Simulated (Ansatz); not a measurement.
# Lattice dynamics of GeF2 (model cell, started as CdI2 type), part 3 of 3

Task: relax GeF2 (model cell, started as CdI2 type), then find its harmonic phonons.

Ansatz 0.2.0; DFT PBEsol, scalar-relativistic, plane waves, PAW.

So far. Step 4 (Relaxing to small forces for the phonons): The largest force component left is 0.022 meV/Å and the pressure is -0.002 GPa, within the tolerances set. The cell now holds 17.37 Å³/atom. Step 5 (Linear response at the zone centre): Before it was imposed, the acoustic sum rule was missed by 1.0e-4 eV/Å² and the charge sum rule by 3.7e-5 e. Small misses are needed for a sound result but don't prove that mesh and cutoff are converged. The relaxed cell has a = 3.538, c = 4.809 Å (conventional setting).

The structure was built from a prototype and need not be the compound's stable phase.

### Step 6. The dispersion (continued)

Interpolated from a 3×3×2 q mesh, with the LO-TO term (at Γ the limit along the path; where Γ stands inside the path, tables give the limit on arrival). The phonon branches at the labelled points (cm⁻¹):

```tsv
point	branch 1	branch 2	branch 3	branch 4	branch 5	branch 6	branch 7	branch 8	branch 9
Γ	-164	0	0	0	224	224	237	261	391
M	-219	-216	58	114	150	181	202	284	354
K	-195	-101	-101	58	148	148	234	234	341
Γ	-164	0	0	0	224	224	237	261	391
A	-161	-161	8	8	13	222	222	260	291
L	-219	-212	66	111	155	180	207	265	350
H	-192	-86	-86	73	155	155	223	223	334
A	-161	-161	8	8	13	222	222	260	291
jump to L	-219	-212	66	111	155	180	207	265	350
M	-219	-216	58	114	150	181	202	284	354
jump to H	-192	-86	-86	73	155	155	223	223	334
K	-195	-101	-101	58	148	148	234	234	341
```

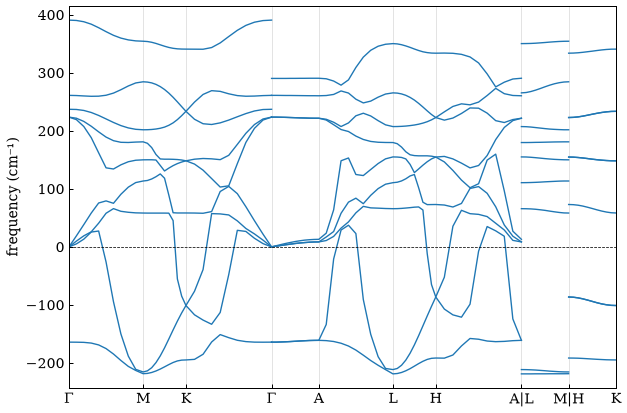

Phonon branches along the path.

The phonon density of states has structure finer than the step of the table below, so its rows give means over 50 cm⁻¹, whole bins alone (the curve runs from -218 to 392 cm⁻¹). Peaks (cm⁻¹: height): -192.5: 0.0266, -162.5: 0.0413, 62.5: 0.0602, 152.5: 0.0636, 212.5: 0.0471, 262.5: 0.0656, 342.5: 0.0363.

Tetrahedra on a 21×21×14 mesh, mean over bins of 5 cm-1. Interpolated from a 3×3×2 q mesh. Phonon density of states against wavenumber; means over each step:

```tsv
wavenumber (cm⁻¹)	phonon density of states (1/cm⁻¹/cell)
-150	0.0147
-100	0.00334
-50	0.00198
0	0.00481
50	0.0247
100	0.0191
150	0.0276
200	0.0238
250	0.0229
300	0.00448
350	0.0165
```

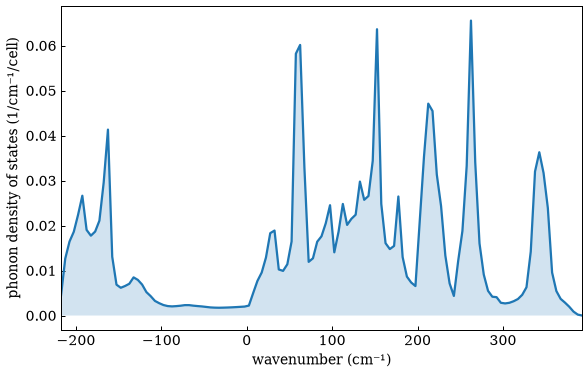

Phonon density of states against wavenumber.

The partial phonon density of states has structure finer than the step of the table below, so its rows give means over 50 cm⁻¹, whole bins alone (the curve runs from -228 to 412 cm⁻¹). Peaks (cm⁻¹: height): F -195.8: 0.0200, -163.6: 0.0216, 150.3: 0.0319, 178.4: 0.0195, 214.7: 0.0367, 262.9: 0.0323, 343.4: 0.0299; Ge -163.6: 0.00956, 29.5: 0.0115, 61.7: 0.0451, 150.3: 0.0135, 262.9: 0.0138.

Phonopy on the run's constants, 19x19x11 mesh, Gaussian sigma 4.6 cm-1. Interpolated from a 3×3×2 q mesh. Table of partial phonon density of states by wavenumber; means over each step; values in 1/cm⁻¹/cell:

```tsv
wavenumber (cm⁻¹)	F	Ge
-200	0.0133	0.00251
-150	0.0107	0.00378
-100	0.00320	5.3e-4
-50	0.00153	4.7e-4
0	0.00197	0.00258
50	0.00613	0.0185
100	0.00924	0.0103
150	0.0193	0.00757
200	0.0211	0.00254
250	0.0152	0.00781
300	0.00329	0.00158
350	0.0146	0.00172
```

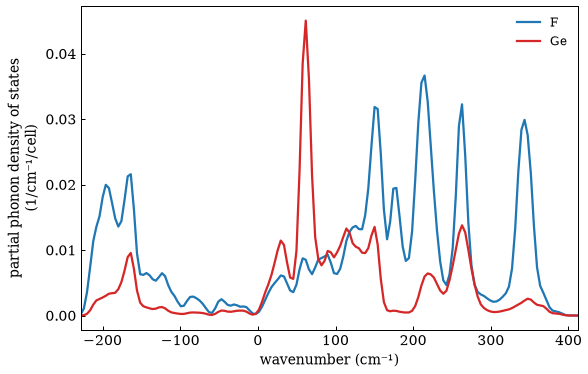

Partial phonon density of states against wavenumber.

Symmetry leaves 6 wavevectors to solve. The lowest mode among them, the acoustic zeros apart, lies at q = (0.333, 0.333, 0) and is imaginary, 194.9i cm⁻¹, so the energy falls along it. Between them the interpolated path dips to 219i cm⁻¹.

### Step 7. Another isotope

An isotope changes the mass and not the force constants, so no new electronic calculation is needed; the shifts show which modes move this element.

The same force constants with the mass of Ge changed from 72.630 to 75.921 u (phonopy, no LO-TO term). Both lists are sorted by frequency; levels can cross, so a row need not hold one and the same mode. Modes under 3 cm⁻¹ are left out. Isotope shifts, by row:

```tsv
q	rank	natural mass (cm⁻¹)	changed mass (cm⁻¹)
0 0 0	1	-164.2	-163
0 0 0	2	-164.2	-163
0 0 0	6	223.6	223.6
0 0 0	7	223.6	223.6
0 0 0	8	237.1	235.3
0 0 0	9	261.1	261.1
0 0 -0.5	1	-161.1	-159.8
0 0 -0.5	2	-161.1	-159.8
0 0 -0.5	3	8.5	8.38
0 0 -0.5	4	8.5	8.38
0 0 -0.5	5	12.98	12.79
0 0 -0.5	6	221.7	221.7
0 0 -0.5	7	221.7	221.7
0 0 -0.5	8	260.4	260.4
0 0 -0.5	9	290.6	288.4
0 0.3333 0	1	-192.1	-190.6
0 0.3333 0	2	-133.6	-133.3
0 0.3333 0	3	62.28	61.12
0 0.3333 0	4	85.72	84.53
0 0.3333 0	5	139	137.7
0 0.3333 0	6	180.8	180.7
0 0.3333 0	7	210.7	210.2
0 0.3333 0	8	268.7	266.8
0 0.3333 0	9	361.2	359.6
0 0.3333 -0.5	1	-192.9	-191.5
0 0.3333 -0.5	2	-133.6	-133.4
0 0.3333 -0.5	3	67.57	66.37
0 0.3333 -0.5	4	84.24	83.05
0 0.3333 -0.5	5	129.7	128.8
0 0.3333 -0.5	6	182.6	182.4
0 0.3333 -0.5	7	227.9	226.6
0 0.3333 -0.5	8	249.4	247.1
0 0.3333 -0.5	9	335.5	334.7
```

A mode of this element alone would shift by -2.19 %. The highest zone-centre frequency without the field goes from 261.1 to 261.1 cm⁻¹ (+0.0 %).

### Step 8. Summary of results

```json
{
  "space group after relaxation (within 0.01 Å)": "P-3m1",
  "volume per atom": "17.4 Å³",
  "gap on the k-mesh": "2.21 eV",
  "highest optical mode at the zone centre (no LO-TO term)": "261 cm⁻¹",
  "top of the zone-centre spectrum with the field": "391 cm⁻¹",
  "lowest optical zone-centre mode": "-164 cm⁻¹",
  "mean high-frequency dielectric constant": "3.04",
  "largest Born charge (third of the trace)": "3.13 e",
  "lowest mode on the q mesh (acoustic modes at Γ apart)": "-195 cm⁻¹",
  "highest frequency on the path or at a solved wavevector": "391 cm⁻¹",
  "imaginary modes on the 3×3×2 q mesh": "yes"
}
```

What this shows: Modes are clearly imaginary (beyond 10i cm⁻¹) at 6 of the 6 irreducible wavevectors, most at q = (0.333, 0.333, 0) (194.9i cm⁻¹), so this structure is not a minimum of the energy. Without the field, the optical modes at Γ span -164 to 261 cm⁻¹ (negative means imaginary). The highest mode in this list at Γ, 261.1 cm⁻¹, is mostly motion of F (100 % of the kinetic energy). With the macroscopic field of the longitudinal modes the top of the zone-centre spectrum lies at 391 cm⁻¹, against 261 cm⁻¹ without it. Among the real modes, the strongest infrared line is at 237 cm⁻¹. Averaged over orientations, the strongest Raman line at 532 nm and 300 K is at 261 cm⁻¹. The tensors are the static, non-resonant ones, while 532 nm light (2.33 eV) lies above the computed gap. The program warns that the interpolation holds no quadrupole term, so branches close to Γ can be off in this crystal. The starting cell was built on a prototype and not taken from a measurement, so the phase need not exist. These are harmonic frequencies at zero temperature: anharmonic shifts, linewidths and thermal expansion are left out.

[Logs are printed without paths, hosts, clocks, repeated set-up lines and the standing remarks that a program may print on its own settings, such as how far it seeks lower states.]

[Hosts, paths, dates, database ids (printed as entryN), source tags and the programs' standing remarks are cut or masked in the printed files.]
